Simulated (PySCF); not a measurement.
# RuNF₃: structure of the triplet

Where does triplet RuNF₃ go from a PBE0 minimum start, is the end point a minimum, and what are its modes, charges and moments?

Method: PBE0, basis Ru def2-SVP with ECP28, N def2-SVP, F def2-SVP, scalar-relativistic core potentials, no spin–orbit coupling, density fitting; program: PySCF 2.14.0.

### Step 1. Starting geometry

5 atoms, charge 0, spin multiplicity 3.

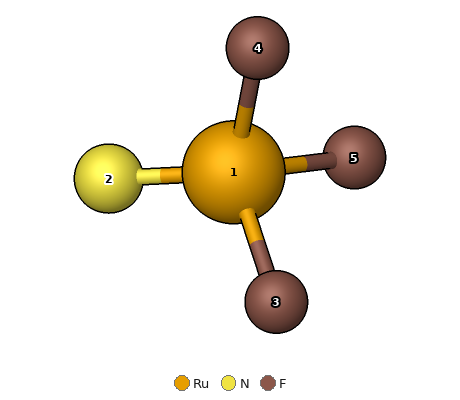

Start geometry, drawn with ruthenium amber, nitrogen yellow, fluorine brown; atoms are numbered from 1 in the order of the file.

```xyz
5
charge 0 multiplicity 3
Ru   -0.1097    0.0000    0.0712
N    -1.4244    0.0000    0.9247
F     0.0869    1.4649   -1.0648
F     0.0869   -1.4649   -1.0648
F     1.4685    0.0000    1.0633
```

### Step 2. The SCF at the typed geometry

One driver script runs all steps and calls PySCF; scf.py shows how it sets up the SCF of each step. The optimiser is the driver's own. After this first run the driver tries any further starts and a stability analysis.

File scf.py:

```python
from pyscf import gto, scf, dft
mol = gto.M(atom='''
Ru    -0.109741     0.000000     0.071244
N     -1.424419     0.000000     0.924742
F      0.086933     1.464877    -1.064783
F      0.086933    -1.464877    -1.064783
F      1.468513     0.000000     1.063323''',
    basis={'Ru': 'def2-SVP', 'N': 'def2-SVP', 'F': 'def2-SVP'},
    ecp={'Ru': 'def2-SVP'},
    charge=0, spin=2)
mf = dft.UKS(mol, xc='PBE0')
mf.grids.atom_grid = (50, 194)
aux = {'Ru': 'def2-universal-JKFIT', 'N': 'def2-universal-JKFIT', 'F': 'def2-universal-JKFIT'}
mf = mf.density_fit(auxbasis=aux)
mf.conv_tol = 1e-08
mf.diis_space = 10
mf.max_cycle = 60
mf.init_guess = 'minao'
mf.verbose = 4
mf.kernel()
```

The run is started by

```bash
> OMP_NUM_THREADS=2 python axn.py task.json out
```

The log of the run:

```text
init E= -439.173822847175
[... the frontier-level lines of each cycle are left out ...]
cycle= 1 E= -448.22393189958  delta_E= -9.05  |g|= 0.842  |ddm|= 2.34
cycle= 2 E= -445.494980008602  delta_E= 2.73  |g|= 2.73  |ddm|= 2.26
cycle= 3 E= -448.450395682086  delta_E= -2.96  |g|= 0.353  |ddm|= 1.78
cycle= 4 E= -448.407162415263  delta_E= 0.0432  |g|= 0.499  |ddm|= 0.576
cycle= 5 E= -448.497686964878  delta_E= -0.0905  |g|= 0.102  |ddm|= 0.331
cycle= 6 E= -448.501945644033  delta_E= -0.00426  |g|= 0.0248  |ddm|= 0.0668
cycle= 7 E= -448.502252448557  delta_E= -0.000307  |g|= 0.00495  |ddm|= 0.0216
cycle= 8 E= -448.502287925362  delta_E= -3.55e-05  |g|= 0.00227  |ddm|= 0.0104
cycle= 9 E= -448.502308947543  delta_E= -2.1e-05  |g|= 0.00141  |ddm|= 0.011
cycle= 10 E= -448.502313081577  delta_E= -4.13e-06  |g|= 0.00118  |ddm|= 0.00402
cycle= 11 E= -448.502316674398  delta_E= -3.59e-06  |g|= 0.000398  |ddm|= 0.00527
cycle= 12 E= -448.502317491518  delta_E= -8.17e-07  |g|= 0.000127  |ddm|= 0.00333
cycle= 13 E= -448.502317546461  delta_E= -5.49e-08  |g|= 3.76e-05  |ddm|= 0.000895
cycle= 14 E= -448.502317549285  delta_E= -2.82e-09  |g|= 7.72e-06  |ddm|= 0.000182
Extra cycle  E= -448.502317549264  delta_E= 2.08e-11  |g|= 1.9e-05  |ddm|= 2.52e-05
converged SCF energy = -448.502317549264  <S^2> = 2.0161196  2S+1 = 3.0107273
```

This step, with its further starts and checks, ran for 17 s (2 threads of Arm Neoverse V1, shared host).

The starts that the driver tried:

| start | energy (Eh) |
| --- | --- |
| the minimal-basis guess | -448.502318 |
| a thermally smeared density | -448.502318 |
| a smeared PBE density | -448.502318 |

The test of internal stability and the other starts found no lower solution of this spin.

### Step 3. Relaxation: PBE0 minimum start, triplet

The program finds C3v symmetry in the start, which this walk keeps.

Edit scf.py of step 2 so:

```diff
@@ -3,5 +3,5 @@
-Ru    -0.109741     0.000000     0.071244
-N     -1.424419     0.000000     0.924742
-F      0.086933     1.464877    -1.064783
-F      0.086933    -1.464877    -1.064783
-F      1.468513     0.000000     1.063323''',
+Ru    -0.110165    -0.000000     0.071520
+N     -1.424843    -0.000000     0.925017
+F      0.086509     1.464877    -1.064508
+F      0.086509    -1.464877    -1.064508
+F      1.468089    -0.000000     1.063598''',
@@ -18 +17,0 @@
-mf.init_guess = 'minao'
```

The optimiser's trace:

```
step  energy (Eh)  change (kJ/mol)  largest symmetric gradient (Eh/bohr)
   0  -448.502318             0.00                               0.00012
```

The walk took 2.5 s.

Positions (Å) and forces (eV/Å) along the way:

```
step 0
Ru  -0.110   0.000   0.072   0.002   0.000   0.008
N   -1.425   0.000   0.925   0.003   0.000   0.000
F    0.087   1.465  -1.065   0.003  -0.001   0.002
F    0.087  -1.465  -1.065   0.003   0.001   0.002
F    1.468   0.000   1.064  -0.011   0.000  -0.012
```

End point (C3v, 0 steps, 0.0 kJ/mol gained): Ru–F 1.864 Å (×3), Ru–N 1.567 Å; F–Ru–F 103.6° (×3), F–Ru–N 114.9° (×3).

### Step 4. Is it a minimum? Harmonic modes

On the finer grid the gradient is checked again; gradients at displacements of ±0.02 bohr then give force constants and infrared intensities.

Edit scf.py of step 3 so:

```diff
@@ -12 +12 @@
-mf.grids.atom_grid = (50, 194)
+mf.grids.atom_grid = (75, 302)
@@ -15 +15 @@
-mf.conv_tol = 1e-08
+mf.conv_tol = 1e-10
```

The driver hands on the density of the step before, so the log starts near convergence.

SCF at the final geometry:

```text
init E= -448.50248591981
[... the frontier-level lines of each cycle are left out ...]
cycle= 1 E= -448.502485919536  delta_E= 2.73e-10  |g|= 3e-05  |ddm|= 2.88e-05
cycle= 2 E= -448.50248591784  delta_E= 1.7e-09  |g|= 7.39e-05  |ddm|= 6.89e-05
cycle= 3 E= -448.502485919807  delta_E= -1.97e-09  |g|= 1.31e-05  |ddm|= 5.02e-05
cycle= 4 E= -448.502485919876  delta_E= -6.87e-11  |g|= 1.21e-06  |ddm|= 8.34e-06
Extra cycle  E= -448.502485919872  delta_E= 3.64e-12  |g|= 3.48e-06  |ddm|= 3.19e-06
converged SCF energy = -448.502485919872  <S^2> = 2.0161251  2S+1 = 3.0107309
```

The whole step took 64 s.

Geometry: C3v; Ru–F 1.864 Å (×3), Ru–N 1.567 Å; F–Ru–F 103.6° (×3), F–Ru–N 114.9° (×3).

Harmonic modes (main isotopes):

```json
{"symmetry": "e", "ω (cm⁻¹)": "111", "IR (km/mol)": "8.4"}
{"symmetry": "a1", "ω (cm⁻¹)": "200", "IR (km/mol)": "11.0"}
{"symmetry": "e", "ω (cm⁻¹)": "282", "IR (km/mol)": "10.3"}
{"symmetry": "e", "ω (cm⁻¹)": "649", "IR (km/mol)": "178"}
{"symmetry": "a1", "ω (cm⁻¹)": "657", "IR (km/mol)": "63.9"}
{"symmetry": "a1", "ω (cm⁻¹)": "1239", "IR (km/mol)": "65.1"}
```

No imaginary mode, so this is a minimum.

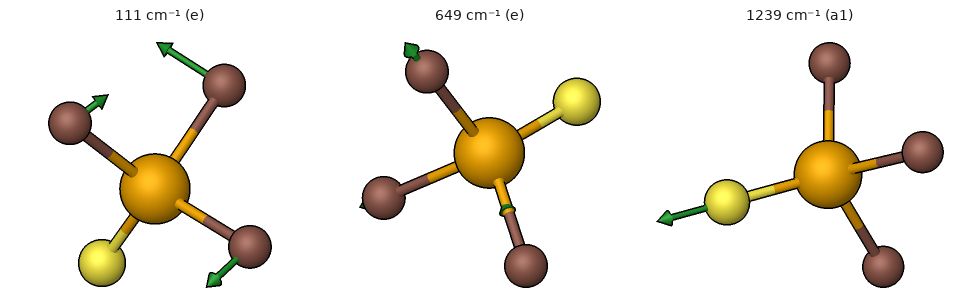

Displacements of 3 of the modes, as arrows (one member where a mode is degenerate).

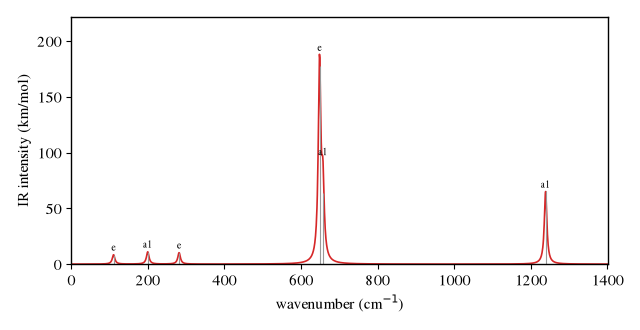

The harmonic infrared spectrum (widths in cm⁻¹). Lines are broadened to a width of 8 cm⁻¹ (Lorentzian).

Constants and moments:

* Dipole moment: 1.87 D
* Highest occupied level: -9.20 eV
* Lowest empty level: -5.08 eV
* Rotational constants: 0.1139, 0.1139, 0.1034 cm⁻¹
* Zero-point energy: 25.0 kJ/mol
* Principal polarisabilities: 31.4, 31.4, 42.4 bohr³
* Atomisation energy without zero-point energy: 1591 kJ/mol
* Principal traceless quadrupole moments about the centre of mass: -1.27, -1.27, 2.54 D Å
* Entropy at 298.15 K and 1 bar (electronic part: spin only): 338.0 J/(mol K)
* Heat capacity Cp at 298.15 K: 83.8 J/(mol K)
* Enthalpy at 298.15 K above 0 K: 18.55 kJ/mol
* Rotational symmetry number: 3
* Spin squared ⟨S²⟩: 2.016

Populations by atom (charges in e):

```
  atom  Mulliken  Löwdin  polar tensor  spin (Mulliken)  Mayer order to Ru1
   Ru1      1.16    0.31          1.93             1.55                   –
    N2     -0.12    0.15         -0.35            -0.09                2.69
F3,4,5     -0.35   -0.15         -0.53             0.18                0.91
```

Mulliken populations on Ru1 (outside its core potential): s 2.24, p 6.56, d 5.99, f 0.04.

### Step 5. Outcome

```
                                          quantity                                                                    value
                                           minimum                                                             triplet, C3v
                                          geometry  Ru–F 1.864 Å (×3), Ru–N 1.567 Å; F–Ru–F 103.6° (×3), F–Ru–N 114.9° (×3)
                                wavenumbers (cm⁻¹)                 111 (e), 200 (a1), 282 (e), 649 (e), 657 (a1), 1239 (a1)
                                     dipole moment                                                                   1.87 D
highest occupied, lowest empty level (either spin)                                                          -9.20, -5.08 eV
                        polar-tensor charge of Ru1                                                                  +1.93 e
                                 zero-point energy                                                              25.0 kJ/mol
                               entropy at 298.15 K                                                          338.0 J/(mol K)
         atomisation energy (no zero-point energy)                                                              1591 kJ/mol
                                              ⟨S²⟩                                                                    2.016
```

In words: The molecule stays C3v, as typed, and the end point is a minimum. In the infrared the band at 649 cm⁻¹ (e, stretch) leads. Most of the spin sits on Ru1 (Mulliken spin 1.55, against 2 for the whole molecule). Only this shape and spin were tried, so other structures or states may lie lower. One determinant may miss the lowest occupation of an open d or f shell.

The search up to here took 84 s.
